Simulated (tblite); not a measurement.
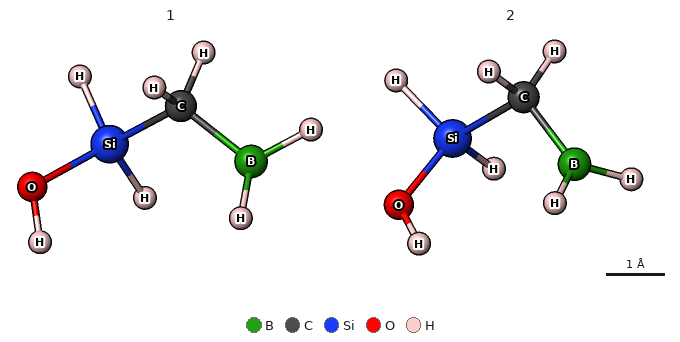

Two geometries of CH7BOSi, drawn at one scale. One is the start of a relaxation, the other its converged end. A ball-and-stick model, seen at a tilt.

Computed with tblite 0.8.0, GFN2-xTB geometry optimisation, gas phase. 

### Which one is relaxed?

Structure 2 is the relaxed one. An H atom moves most after the best rigid fit: 1.08 Å. By element the largest moves are H 1.08 Å, O 0.59 Å, B 0.38 Å, C 0.16 Å, Si 0.13 Å. Among the contacts that change: O–Si 1.725 → 1.625 Å, C–Si 1.871 → 1.923 Å, B–C 1.576 → 1.541 Å, B–H 1.204 → 1.172 Å. Bond angles that change, for instance: Si–O–H 111.4° → 122.2°, B–C–H 107.3° → 114.4°, Si–C–H 113.0° → 106.0°. Groups turn about O–Si by about 50°, C–Si by about 35°. After 91 geometry steps the energy has fallen by 0.693 eV.
